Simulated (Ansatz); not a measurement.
# Resistivity from frozen vibrations: Na(100) with 4 thermally displaced layers, 2x2

How much do lattice vibrations at 180 K scatter the electrons of Na? Layers with random displacements are laid between perfect leads, and the resistance is followed against their length.

Calculated with Ansatz 0.2.0; Ansatz plane-wave DFT, PBE, PAW files; ballistic transport by layer matching (Landauer), zero bias; PAW set soft_1.

## 1. The starting structure

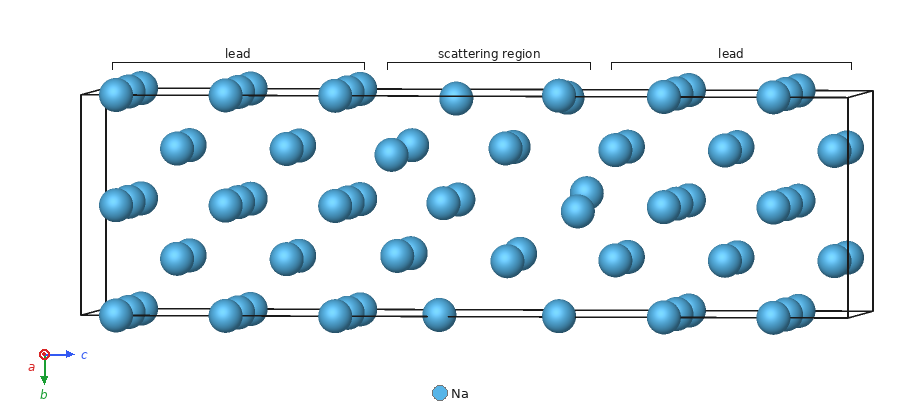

The starting structure, seen from the side, with the c axis across the page (sodium blue). Some periodic images of atoms are drawn too.

The cell holds 56 atoms: 56 Na. Its edges and angles: a = 8.581 Å, b = 8.581 Å, c = 30.034 Å, α = 90.0°, β = 90.0°, γ = 90.0°. It derives from Na. Regions: lead, 40 atoms (40 Na); scattering region, 16 atoms (16 Na). The structure is stacked along c, and the current runs across the ab planes.

## 2. With 4 displaced layers

Each atom of 4 layers is moved at random, by amounts drawn from a normal law 0.2159 Å wide in each direction from the Debye model (158 K) at 180 K. The layers about the cell's end stay perfect and serve as the lead. Disorder leaves little or no symmetry, which makes such runs dear. Energies from -0.05 to 0.05 eV in steps of 0.05 eV are too few for the program's thermal sum, so it prints no conductance; for a metal the transmission near the Fermi level serves, at a fraction of the cost.

s

The input, input.yaml:

```yaml
crystal:
  lattice:
    - [8.5812, 0.0, 0.0]
    - [0.0, 8.5812, 0.0]
    - [0.0, 0.0, 30.0342]
  atoms:
    - { symbol: Na, position: [0.0, 0.0, 0.0357142857] }
    - { symbol: Na, position: [0.0, 0.5, 0.0357142857] }
    - { symbol: Na, position: [0.5, 0.0, 0.0357142857] }
    - { symbol: Na, position: [0.5, 0.5, 0.0357142857] }
    - { symbol: Na, position: [0.25, 0.25, 0.1071428571] }
    - { symbol: Na, position: [0.25, 0.75, 0.1071428571] }
    - { symbol: Na, position: [0.75, 0.25, 0.1071428571] }
    - { symbol: Na, position: [0.75, 0.75, 0.1071428571] }
    - { symbol: Na, position: [0.0, 0.0, 0.1785714286] }
    - { symbol: Na, position: [0.0, 0.5, 0.1785714286] }
    - { symbol: Na, position: [0.5, 0.0, 0.1785714286] }
    - { symbol: Na, position: [0.5, 0.5, 0.1785714286] }
    - { symbol: Na, position: [0.25, 0.25, 0.25] }
    - { symbol: Na, position: [0.25, 0.75, 0.25] }
    - { symbol: Na, position: [0.75, 0.25, 0.25] }
    - { symbol: Na, position: [0.75, 0.75, 0.25] }
    - { symbol: Na, position: [0.0, 0.0, 0.3214285714] }
    - { symbol: Na, position: [0.0, 0.5, 0.3214285714] }
    - { symbol: Na, position: [0.5, 0.0, 0.3214285714] }
    - { symbol: Na, position: [0.5, 0.5, 0.3214285714] }
    - { symbol: Na, position: [0.2531632798, 0.2466763389, 0.3974607321] }
    - { symbol: Na, position: [0.2526392097, 0.7365229531, 0.3954564187] }
    - { symbol: Na, position: [0.7828076808, 0.2738278595, 0.3877984399] }
    - { symbol: Na, position: [0.7181629277, 0.7343188735, 0.3931542089] }
    - { symbol: Na, position: [0.941503938, 0.9944953629, 0.4553296566] }
    - { symbol: Na, position: [0.9815766926, 0.4863068448, 0.4620120346] }
    - { symbol: Na, position: [0.5103563211, 0.0262288686, 0.4633617607] }
    - { symbol: Na, position: [0.5343792146, 0.4832641919, 0.4668124956] }
    - { symbol: Na, position: [0.2727306444, 0.2523652802, 0.5303697447] }
    - { symbol: Na, position: [0.2268100683, 0.7384839553, 0.5372971278] }
    - { symbol: Na, position: [0.72459875, 0.2447372966, 0.5345697189] }
    - { symbol: Na, position: [0.7636072766, 0.7554006654, 0.538268833] }
    - { symbol: Na, position: [0.9835501537, 0.9967390164, 0.6127783558] }
    - { symbol: Na, position: [0.0375736278, 0.4683228385, 0.6180254878] }
    - { symbol: Na, position: [0.5338612345, 0.0196572194, 0.6090438597] }
    - { symbol: Na, position: [0.4921019332, 0.5366827266, 0.6212339016] }
    - { symbol: Na, position: [0.25, 0.25, 0.6785714286] }
    - { symbol: Na, position: [0.25, 0.75, 0.6785714286] }
    - { symbol: Na, position: [0.75, 0.25, 0.6785714286] }
    - { symbol: Na, position: [0.75, 0.75, 0.6785714286] }
    - { symbol: Na, position: [0.0, 0.0, 0.75] }
    - { symbol: Na, position: [0.0, 0.5, 0.75] }
    - { symbol: Na, position: [0.5, 0.0, 0.75] }
    - { symbol: Na, position: [0.5, 0.5, 0.75] }
    - { symbol: Na, position: [0.25, 0.25, 0.8214285714] }
    - { symbol: Na, position: [0.25, 0.75, 0.8214285714] }
    - { symbol: Na, position: [0.75, 0.25, 0.8214285714] }
    - { symbol: Na, position: [0.75, 0.75, 0.8214285714] }
    - { symbol: Na, position: [0.0, 0.0, 0.8928571429] }
    - { symbol: Na, position: [0.0, 0.5, 0.8928571429] }
    - { symbol: Na, position: [0.5, 0.0, 0.8928571429] }
    - { symbol: Na, position: [0.5, 0.5, 0.8928571429] }
    - { symbol: Na, position: [0.25, 0.25, 0.9642857143] }
    - { symbol: Na, position: [0.25, 0.75, 0.9642857143] }
    - { symbol: Na, position: [0.75, 0.25, 0.9642857143] }
    - { symbol: Na, position: [0.75, 0.75, 0.9642857143] }
kpoints:
  mp_grid: { grid: [3, 3, 1] }
hamiltonian:
  xc: pbe
  pseudopotentials: { kind: paw, azcp: { folder: soft_1 } }
scf:
  occupations: { method: fermi_dirac, width: 0.1 }
output:
  transmission: { leads: [[0, 4]], kmesh: [6, 6], e_range: [-0.05, 0.05], de: 0.05 }
  write_potential: true
  write_density: true
  volumetric_format: npy
  elf: true
```

On the command line:

```bash
ansatz run input.yaml --threads 4 --pin off --max-ram 15360MiB --backend cpu --events-out ev --progress --plain --runs-dir out
```

Numbers of over 12 decimals in the logs are rounded to 6 here.

The program printed:

```text
Engine: ansatz 0.2.0, aarch64-unknown-linux-gnu
Pseudopotentials: kind: paw
Pseudopotential: Na, paw, valence charge 9, recommended cutoff 420 eV (normal), soft_1/Na.paw.azcp
Functional definition: PBE
  parameter kappa = 0.804
  parameter beta = 0.066725
  exchange = pbe_x(kappa = kappa, mu = beta*pi^2/3)
  correlation = pbe_c(beta = beta)
Crystal: 56 atoms, lattice volume = 2211.628 Å³
Basis set: ecut = 420 eV, 43261 PW (Γ)
Bands: 308, of which v1, the nominal top of the filled ones, is band 252 counted from 1 (251 counted from 0)
Symmetry: 1 space group operations
Space group: P1 (ITA 1), of the structure as read, at distance tolerance 1.3e-4 Å
k-points: 5 of 9 (time reversal used)
Non-local potential: Na, projectors of the file, l = 0: 3, l = 1: 2, l = 2: 1
PAW form: soft (Blöchl's): semilocal exchange-correlation on the pseudo side does not see the compensation charge
PAW one-centre angular grid: Na, 110 points (default); XC on 64 Gauss nodes
Initial density: superposition of atomic densities (chi_scale 0.1, normalization cell)
Initial wavefunctions: pseudopotential atomic-orbital guess
Functional: x = pbe(κ = 0.804, μ = 0.219515), c = pbe(β = 0.066725)
SCF iter   1: F=—  HF=-83239.470145 eV  |F-HF|=—  |Δ(HF+E_count)|=         —  Δρ=4.35e-3  dr2=9.82e-1  ethr=3.10e-3  ⟨swp⟩=6.6  Hψ=6126  notcnv=0
preconditioner: auto → Kerker (q_TF=auto, 2.132 Å⁻¹)  [metal: Δε(μ)=0.015 eV  Ē_g=3.007 eV  σ=0.100 eV  W_gap=0.04  n_scr=348 (ndim 8)  ℏωp=5.9 eV  f_vac=0.000  D(μ)=25.92/eV (n_scr^D=100)]
SCF iter   2: F=—  HF=-83239.384444 eV  |F-HF|=—  |Δ(HF+E_count)|=   8.57e-2  Δρ=2.80e-3  dr2=5.18e-1  ethr=1.95e-4  ⟨swp⟩=1.6  Hψ=1844  notcnv=0
SCF iter   3: F=—  HF=-83239.321114 eV  |F-HF|=—  |Δ(HF+E_count)|=   6.33e-2  Δρ=9.57e-4  dr2=5.39e-2  ethr=1.03e-4  ⟨swp⟩=1.0  Hψ=1528  notcnv=0
SCF iter   4: F=—  HF=-83239.311126 eV  |F-HF|=—  |Δ(HF+E_count)|=   9.99e-3  Δρ=1.71e-4  dr2=2.93e-3  ethr=1.07e-5  ⟨swp⟩=2.0  Hψ=2502  notcnv=0
SCF iter   5: F=—  HF=-83239.311162 eV  |F-HF|=—  |Δ(HF+E_count)|=   3.58e-5  Δρ=4.45e-5  dr2=4.85e-4  ethr=5.82e-7  ⟨swp⟩=2.0  Hψ=1590  notcnv=0
SCF iter   6: F=—  HF=-83239.311131 eV  |F-HF|=—  |Δ(HF+E_count)|=   3.06e-5  Δρ=2.73e-5  dr2=2.32e-5  ethr=9.63e-8  ⟨swp⟩=2.0  Hψ=1715  notcnv=0
SCF iter   7: F=—  HF=-83239.311213 eV  |F-HF|=—  |Δ(HF+E_count)|=   8.22e-5  Δρ=8.63e-6  dr2=2.41e-6  ethr=4.61e-9  ⟨swp⟩=2.0  Hψ=2703  notcnv=0  defer=12
SCF iter   8: F=—  HF=-83239.311213 eV  |F-HF|=—  |Δ(HF+E_count)|=   1.43e-7  Δρ=3.67e-6  dr2=4.94e-7  ethr=4.79e-10  ⟨swp⟩=2.0  Hψ=2814  notcnv=0  defer=12
SCF iter   9: F=-83239.311213 eV  HF=-83239.311213 eV  |F-HF|=4.97e-8  |Δ(HF+E_count)|=   5.21e-8  Δρ=8.20e-7  dr2=8.21e-8  ethr=1.98e-11  ⟨swp⟩=9.6  Hψ=7649  notcnv=0
SCF 1 converged in 9 iterations: F = -83239.311213 eV  dr2 = 8.21e-8
  greatest PAW one-centre occupation: 0.999 electrons in one spin orbital (limit 2), on the Na atom at site 29 (counted from 0), in its partial waves of l = 0
transmission: 99 of 960 steps passed
transmission: 198 of 960 steps passed
[...]
transmission: 960 of 960 steps passed
SCF converged after 9 iterations
Free energy (F): -83239.311213 eV
Harris-Foulkes:  -83239.311213 eV  (|F-HF|=4.97e-8)
Internal energy: -83238.470974 eV  (E = F + TS)
E sigma→0 (E₀):  -83238.891094 eV
Entropy (-TS):   -0.840239 eV (-15.004 meV/atom)
Fermi energy:    1.386769 eV
--- Per-component energies (eV) ---
  E_band       = -13686.601902
  E_kinetic    = 6316.854551
  E_local      = -90736.534295  (includes V_loc(G=0)·N_el)
  E_nonlocal   = 15576.009359
  E_hartree    = 31655.704501
  E_xc         = -2029.079947
  E_vxc        = -2607.536897  (∫ρ·V_xc dr)
  E_paw        = -16433.466672  (= ΣΔE_a)
  E_vpaw       = -5546.794873  (= ΣTr[D̂ρ^β])
  E_aug_tail   = 0.000902  (compensation charges beyond the density's cutoff)
  E_ewald      = -27587.959372
  E_smearing   = -0.840239  (= −TS)
  E_closure    = -0.000000  (closes the sum)
  Σ components = -83239.311213   (vs F -83239.311213, Δ=0.00e0)
--- Band table (eV; the first three rows and the last of 5) ---
  k-point 0: bands = [... 248 lower, 0.9987, 1.0057, 1.0231, 1.0635, 1.0739, 1.7596, 1.7804, 1.7853, ... 52 higher]
  k-point 1: bands = [... 248 lower, 1.2360, 1.2417, 1.2540, 1.2602, 1.3799, 1.3888, 1.4099, 1.4237, ... 52 higher]
  k-point 2: bands = [... 248 lower, 1.2345, 1.2439, 1.2537, 1.2638, 1.3812, 1.3882, 1.4138, 1.4244, ... 52 higher]
  k-point 4: bands = [... 248 lower, 0.9341, 0.9642, 1.3999, 1.4065, 1.5793, 1.6064, 2.0204, 2.0399, ... 52 higher]
--- Transmission ---
  basis      : 657 plane waves across, 48 finite elements along
  points     : 20, standing for a mesh of 6 x 6
  energies   : 3 from -0.050000 to 0.050000 eV about the Fermi level, 0.050000 eV apart; the leads are filled to 0.000000 eV, and channels, transmission and decay are at 0.000000 eV
  crystal 0  : Na4, at the sites [0, 4], period 2.1453 Å, over 21.45 Å; its Hamiltonian steps by up to 5.4 meV
    offset         : up to 0.0000 Å between an atom of the period and one for which it stands
    channels       : 4.916667e0 a spin
    conductance    : none, the energies end too early or step too widely for 300 K: set another output.transmission.e_range or a lower de, or, where they end at an eighth of basis.ecutwfc, a higher one
  junction   : crystal 0 to crystal 0, 0.70 to 28.59 Å
    transmission   : 4.699572e0 a spin
    conductance    : none, the energies end too early or step too widely for 300 K: set another output.transmission.e_range or a lower de, or, where they end at an eighth of basis.ecutwfc, a higher one
```

Run time: 32 min. Hardware: 4 threads of Arm Neoverse V2, shared host; peak memory 10 GiB; 1.8 h of CPU time.

Numbers from this step:

| Item | Value |
| --- | --- |
| free energy | -83239.3112 eV |
| energy at zero smearing | -83238.8911 eV |
| Fermi energy | 1.387 eV |
| cell area | 73.64 Å² |
| transmission at the energy nearest the Fermi level, one spin | 4.700 |
| channels at the energy nearest the Fermi level, one spin | 4.917 |
| step of the lead's Hamiltonian | 5.4 meV |

Per spin. Transmission, zone mean against energy, zero at the Fermi level:

```csv
energy (eV),"transmission, zone mean"
-0.0500,4.67
0.0000,4.70
0.0500,4.71
```

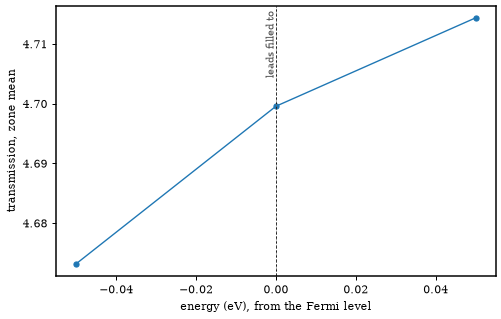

Transmission, zone mean against energy.

Per spin. The open channels, zone mean, lead stays at 4.92 for energy from -0.05 to 0.05 eV.

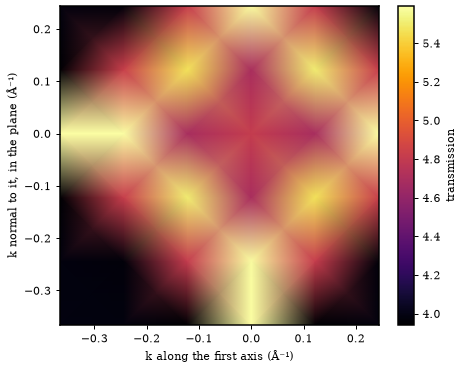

Transmission over k1 and k2. At 0.0000 eV from the Fermi level.

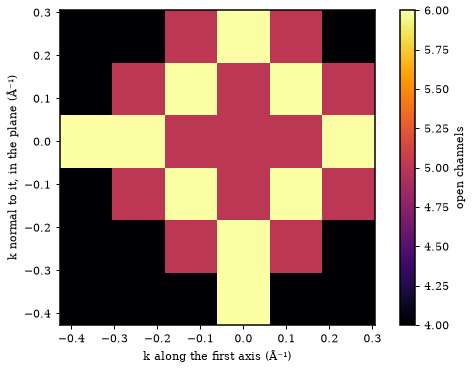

Open channels over k1 and k2. At 0.0000 eV from the Fermi level.

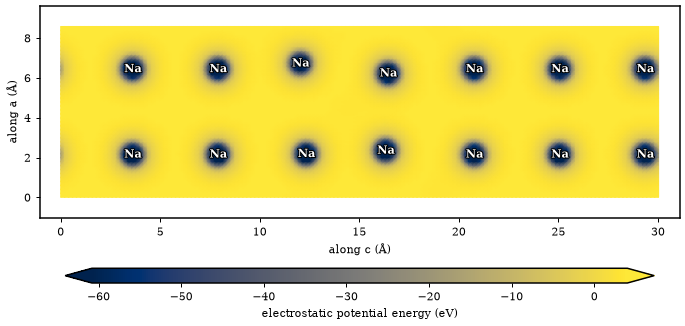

Electrostatic potential energy in the ca plane at fractional y = 0.252, with atoms of Na within 0.2 Å of it. With pseudopotentials it is smooth inside the atoms' cores, unlike the true potential.

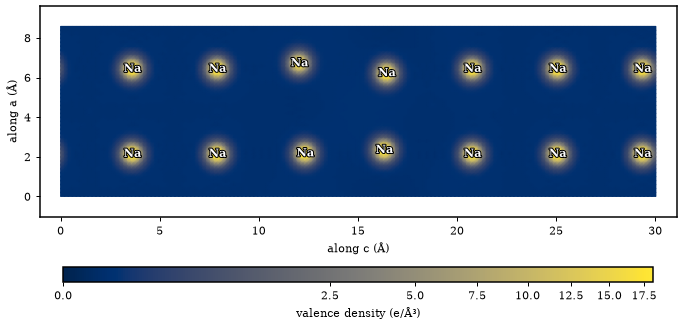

Valence density in the ca plane at fractional y = 0.252, with atoms of Na within 0.2 Å of it. It is the smooth field of the valence electrons, not physical close to the nuclei. The colour scale is stretched toward low values.

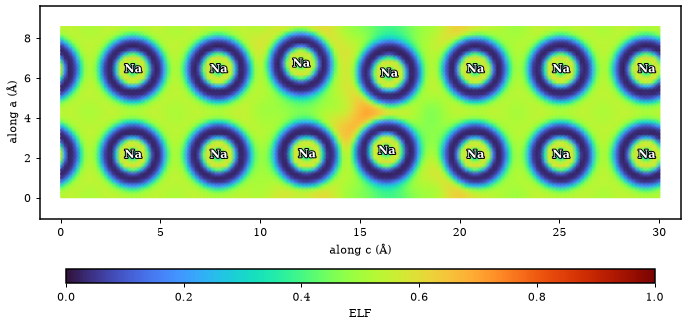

ELF in the ca plane at fractional y = 0.252, with atoms of Na within 0.2 Å of it. It is the smooth field of the valence electrons, not physical close to the nuclei.

Over the solved energies the transmission per spin lies between 4.67 and 4.71, out of 4.92 channels of the lead on average (up to 4.92).

(Continued in part 2 of 2.)

[Logs are printed without paths, hosts, clocks, repeated set-up lines and the standing remarks that a program may print on its own settings, such as how far it seeks lower states.]

[Hosts, paths, dates, database ids (printed as entryN), source tags and the programs' standing remarks are cut or masked in the printed files.]
